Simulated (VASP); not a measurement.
Shape and ions are relaxed at each volume.

Energy against volume of Gd (hcp). Level of theory: vdW-DF-cx, VASP's PBE PAW potentials (set 64) (plane waves; VASP 6.6.1).

The 4f electrons are frozen in the core of the lanthanide potential, so 4f levels, which can set the real gap, and their magnetism are missing.

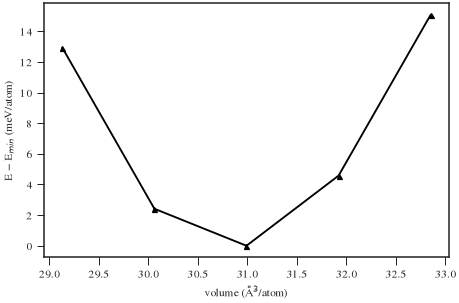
Figure. Energy against volume

**Question.** Estimate the equilibrium volume and the bulk modulus.

**Answer.** The minimum lies near 30.8 Å³/atom, and the curvature gives B0 of about 41 GPa.

Measured: bulk modulus 37.9 GPa (computed value off by +7.6 %), as given by Wikipedia, Gadolinium (infobox). The calculation is for a static lattice, while the measured bulk modulus holds thermal and zero-point effects, which are part of the difference.

The compound is Gd in the hcp structure. It was relaxed first, which changed the volume by -7 %.
